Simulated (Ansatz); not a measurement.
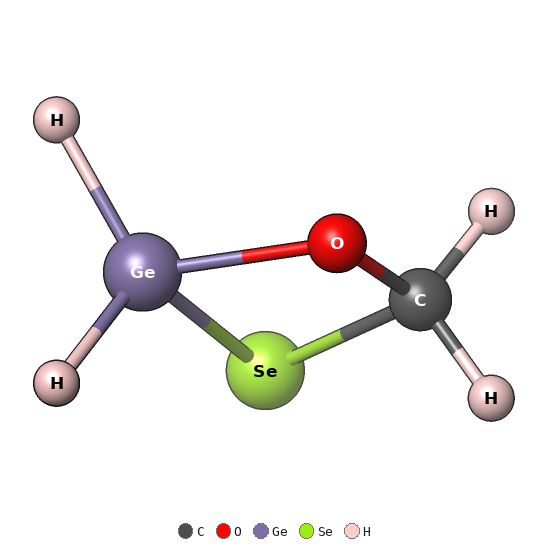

Atoms fade into the background with distance from the viewer. Computed geometry: PBE-D4/def2-SVP optimisation. No frequency run is at hand to confirm it as a minimum.

**Which symmetry elements does this geometry have?**

It has 1 mirror plane, so the point group is Cs. The group has 2 operations. The geometry is achiral, and symmetry allows a dipole moment.
